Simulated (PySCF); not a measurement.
Frequency calculation, with input and output: TaH$_{3}$

System: TaH$_{3}$.
Method: UKS-based PBE0, Ta def2-TZVP with ECP60, H def2-TZVP; non-relativistic Hamiltonian with a scalar-relativistic core potential; density fitting (PySCF 2.14.0).

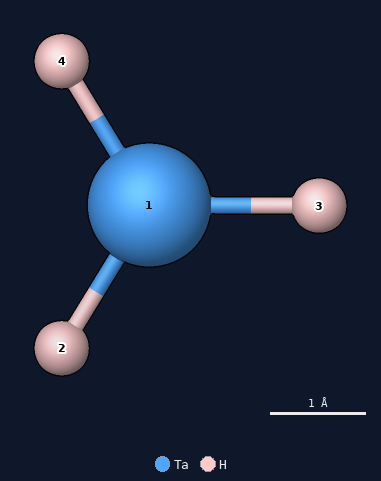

Figure 1. The structure as given in the input (ball-and-stick view, seen on its broad side; atoms are numbered from 1 in the order of the input). Sticks mark near contacts. Bond lengths as drawn: H–Ta 1.77 to 1.79 Å.

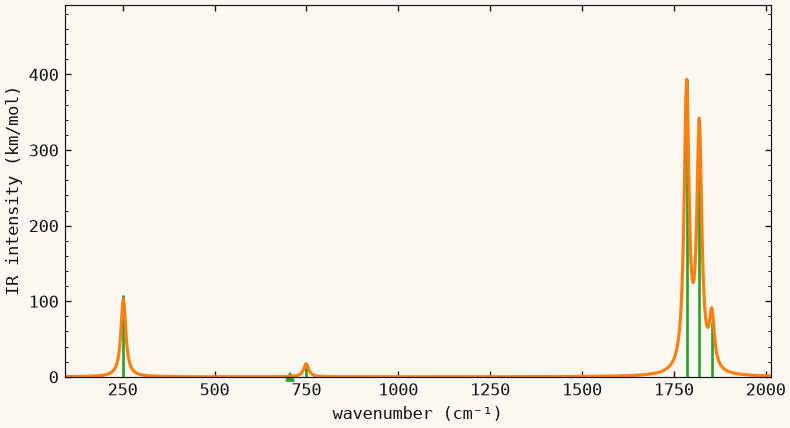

Figure 2. Harmonic infrared spectrum, unscaled: sticks (degenerate modes added up, dark ones marked on the axis) with a Lorentzian envelope of 16 cm⁻¹ full width, scaled to the tallest stick. 6 modes from 252 to 1853 cm⁻¹, none imaginary. The strongest line is at 1785 cm⁻¹ (394 km/mol). All modes, in cm⁻¹ (km/mol): 252 (108), 705 (0.2), 749 (18.2), 1785 (394), 1819 (334), 1853 (73).

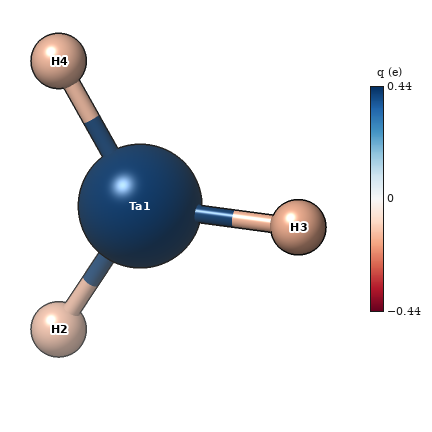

Figure 3. Mulliken charges, as the colour of each atom (ball-and-stick view, seen at a tilt; atoms are numbered from 1 in the order of the input). By element: Ta +0.42 and H −0.15 to −0.14 e.

The input and output of the run follow.

**Input**
```python
from pyscf import gto, scf, dft
mol = gto.M(atom='''
Ta     0.000876     0.000000    -0.000506
H     -0.040215    -0.000039     1.773710
H      1.551481     0.000072    -0.895740
H     -1.556178    -0.000035    -0.852040''',
    basis={'Ta': 'def2-TZVP', 'H': 'def2-TZVP'},
    ecp={'Ta': 'def2-TZVP'},
    charge=0, spin=0)
mf = dft.UKS(mol, xc='PBE0')
mf.grids.atom_grid = (75, 302)
aux = {'Ta': 'def2-universal-JKFIT', 'H': 'def2-universal-JKFIT'}
mf = mf.density_fit(auxbasis=aux)
mf.conv_tol = 1e-09
mf.diis_space = 10
mf.max_cycle = 60
mf.verbose = 4
mf.kernel()
```

The script is an equivalent of the set-up of the self-consistent field. The run itself was carried out by a driver, which started from the orbitals of the step before it where there was one and computed the further properties.

Run as:
```bash
OMP_NUM_THREADS=2 python axn.py task.json out
```

**Output**
```
init E= -58.6423948525643
  alpha nocc = 8  HOMO = -0.205691455335565  LUMO = -0.0883155403104556
  beta  nocc = 8  HOMO = -0.205691381594182  LUMO = -0.0883155403104556
  HOMO = -0.205691381594  LUMO = -0.0883155403105  gap/eV = 3.19396
cycle= 1 E= -58.6423948525645  delta_E= -2.13e-13  |g|= 1.76e-07  |ddm|= 9.48e-07
  alpha nocc = 8  HOMO = -0.205691435676672  LUMO = -0.0883155164951432
  beta  nocc = 8  HOMO = -0.205691368074391  LUMO = -0.0883155164951432
  HOMO = -0.205691368074  LUMO = -0.0883155164951  gap/eV = 3.19396
Extra cycle  E= -58.6423948525649  delta_E= -3.69e-13  |g|= 1.69e-07  |ddm|= 8.65e-07
converged SCF energy = -58.6423948525649  <S^2> = 0.92605974  2S+1 = 2.1689258
```

**Summary**

- outcome: converged
- total energy: −58.642395 hartree
- ⟨S²⟩: 0.926
- HOMO: −5.60 eV
- LUMO: −2.40 eV
- zero-point energy: 0.016320 hartree
- dipole moment: 0.01 D
- wavenumbers, lowest and highest: 252 and 1853 cm⁻¹
- hardware: 2 threads of Arm Neoverse N1, 98 GiB of memory available, shared host
- wall time: 50 s (CPU time 86 s)
- peak memory: 0.86 GiB

Checks after the run noted: the SCF density has lower symmetry than the nuclear frame; spin contamination. ⟨S²⟩ is 0.93 against 0.00 for a pure state: the solution is spin-contaminated.
